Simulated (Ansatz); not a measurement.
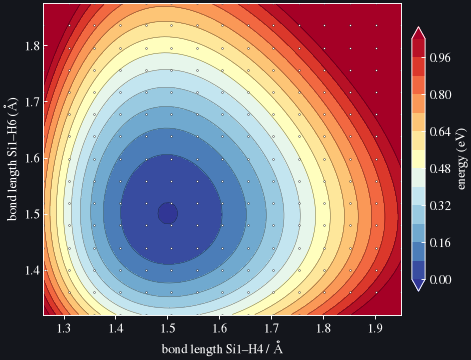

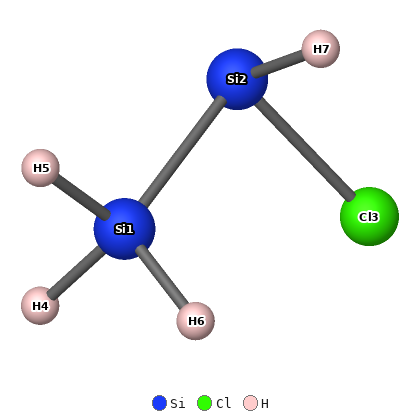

Energy landscape of ClH₄Si₂, SMILES [SiH3][SiH-]Cl, charge −1. First axis: bond length Si1–H4. Second axis: bond length Si1–H6. Nothing is relaxed (all other coordinates rigid). The grid has 15 × 15 points. Energies are in eV, from the lowest grid point. These are results of RHF/def2-SVPD in Ansatz, not measurements.

The picture shows filled contours, dots at the grid points, one colour for all values above the top of the scale. Between grid points the surface is interpolated. The second picture is the structure at the lowest point.

**Describe this landscape.**

The lowest grid point is at bond length Si1–H4 = 1.507 Å, bond length Si1–H6 = 1.519 Å. It is the only kind of minimum in the scanned range. The highest grid point, bond length Si1–H4 = 1.951 Å, bond length Si1–H6 = 1.875 Å, lies 1.76 eV above the lowest. Round the minimum the contours are nearly round: the two directions are equally stiff and uncoupled.

The values on the grid:

```tsv
bond length Si1–H6 ↓, bond length Si1–H4 →	1.261	1.310	1.359	1.409	1.458	1.507	1.557	1.606	1.655	1.704	1.754	1.803	1.852	1.902	1.951
1.875	1.44	1.15	0.94	0.81	0.75	0.74	0.77	0.83	0.92	1.03	1.16	1.30	1.44	1.60	1.76
1.836	1.33	1.03	0.83	0.70	0.63	0.62	0.65	0.71	0.80	0.91	1.04	1.18	1.32	1.48	1.64
1.796	1.22	0.92	0.71	0.58	0.52	0.51	0.54	0.60	0.69	0.79	0.92	1.06	1.21	1.36	1.52
1.756	1.11	0.81	0.61	0.48	0.41	0.40	0.43	0.49	0.58	0.68	0.81	0.95	1.10	1.25	1.41
1.717	1.02	0.72	0.51	0.38	0.31	0.30	0.33	0.39	0.48	0.59	0.71	0.85	0.99	1.15	1.31
1.677	0.93	0.63	0.42	0.29	0.22	0.21	0.24	0.30	0.39	0.49	0.62	0.75	0.90	1.06	1.21
1.638	0.86	0.55	0.35	0.21	0.15	0.13	0.16	0.22	0.31	0.41	0.54	0.68	0.82	0.98	1.13
1.598	0.79	0.49	0.28	0.15	0.09	0.07	0.10	0.16	0.24	0.35	0.47	0.61	0.75	0.91	1.06
1.558	0.75	0.45	0.24	0.11	0.04	0.02	0.05	0.11	0.19	0.30	0.42	0.56	0.70	0.86	1.01
1.519	0.73	0.43	0.22	0.08	0.02	0.00	0.03	0.08	0.17	0.27	0.40	0.53	0.68	0.83	0.98
1.479	0.73	0.43	0.22	0.09	0.02	0.00	0.03	0.08	0.17	0.27	0.40	0.53	0.67	0.83	0.98
1.439	0.77	0.47	0.25	0.12	0.05	0.03	0.06	0.11	0.20	0.30	0.43	0.56	0.70	0.85	1.01
1.400	0.84	0.53	0.32	0.19	0.12	0.10	0.12	0.18	0.26	0.37	0.49	0.62	0.76	0.92	1.07
1.360	0.95	0.65	0.44	0.30	0.23	0.21	0.23	0.29	0.37	0.48	0.60	0.73	0.87	1.02	1.18
1.320	1.12	0.81	0.60	0.46	0.39	0.37	0.40	0.45	0.53	0.64	0.76	0.89	1.03	1.18	1.33
```

Each point was launched as `ansatz run input.yaml --threads 1 --pin off --max-ram 2560MiB --backend cpu --events-out ev --progress --plain --runs-dir out`. Time for the 225 points that were run: 8 min on 1 thread of Arm Neoverse V2, with other jobs on the host.
